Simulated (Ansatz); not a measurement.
## Electronic structure of CH6BNSi in real space

```xyz
10

B    -0.8441    0.7906    0.4518
C    -0.0435    0.6333   -0.9165
N     0.7300   -0.4082   -0.8430
Si    0.2590   -0.8596    0.8911
H    -2.0330    0.6208    0.3015
H    -0.5898    1.8182    1.0357
H    -0.0479    1.2235   -1.8406
H     1.3299   -0.7069   -1.6043
H    -0.2078   -2.2782    0.8523
H     1.5303   -0.8847    1.6751
```

Geometry: PBE0-D4/def2-TZVP.

Level of theory: RKS PBE0-D4/def2-TZVPP (Ansatz).

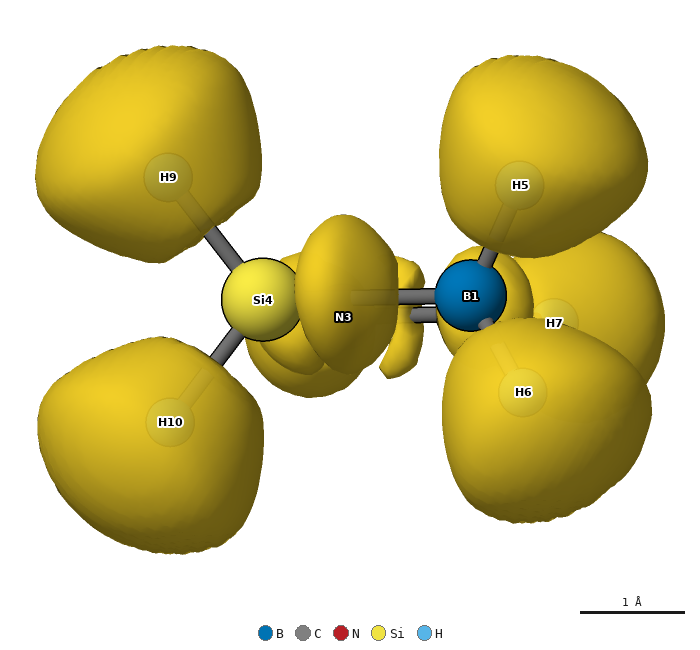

Figure 1. Isosurface of the electron localisation function at 0.85 (yellow), seen from one side. Only the valence region is drawn (cores and ρ < 0.01 e/Å³ removed).

Question: Identify the bonds, lone pairs and shells in this picture.

Answer: The ELF exceeds this value in one region between bonded B–C atoms (shared pairs), one region between bonded B–Si atoms (shared pairs), one region between bonded C–N atoms (shared pairs), one region between bonded N–Si atoms (shared pairs) and six regions around hydrogen nuclei. Along the contacts the grid gives the following. C–N (1.30 Å): the ELF peaks at about 0.90 between the atoms; localised, covalent bonding. C–B (1.59 Å): the ELF peaks at about 0.95 between the atoms: a shared electron pair.

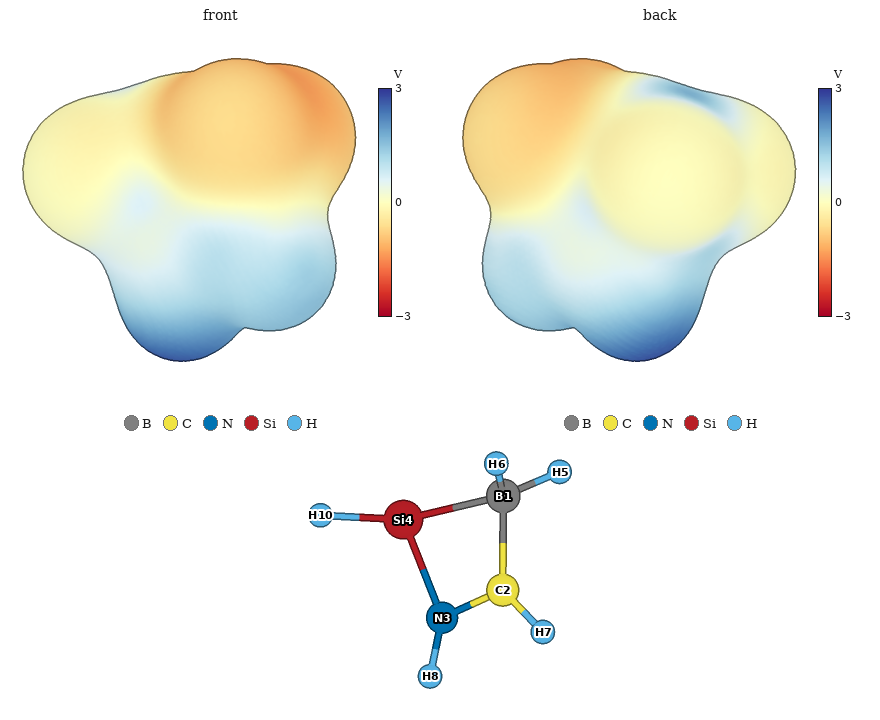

Figure 2. The molecular electrostatic potential painted on the density surface at 0.002 e/bohr³, seen from the front and from behind; red is negative and blue positive. The bare structure is drawn below in the same view.

Question: Which sites attract a positive test charge, and which a negative one?

Answer: A positive charge is drawn to the negative regions and a negative charge to the positive ones. The most negative region (about −1.3 V, or −30 kcal/mol for a unit charge) lies over H6, the most positive (about +2.6 V, or +60 kcal/mol for a unit charge) over H8.

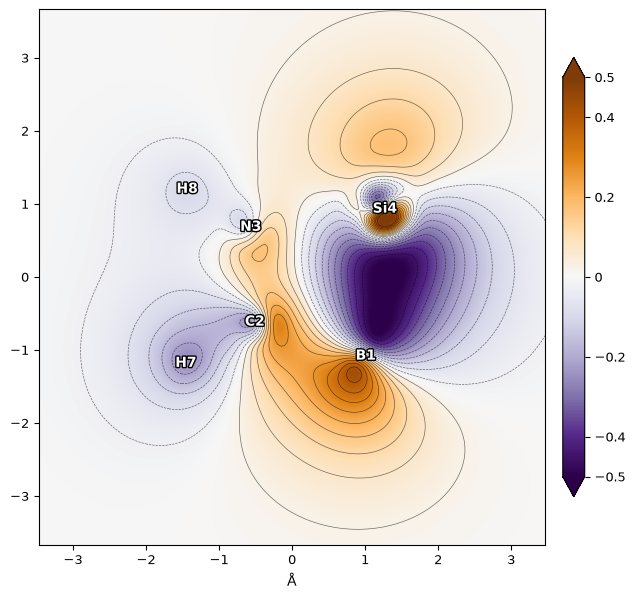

Figure 3. One frontier orbital on the plane of atoms B1, C2 and N3 (values in Å⁻³ᐟ²; the overall sign is arbitrary).

Question: Which orbital is it: HOMO or LUMO?

Answer: The HOMO, at −7.08 eV. It lies mainly on Si4 (about 40 %), B1 (about 30 %) and C2 (about 10 %).
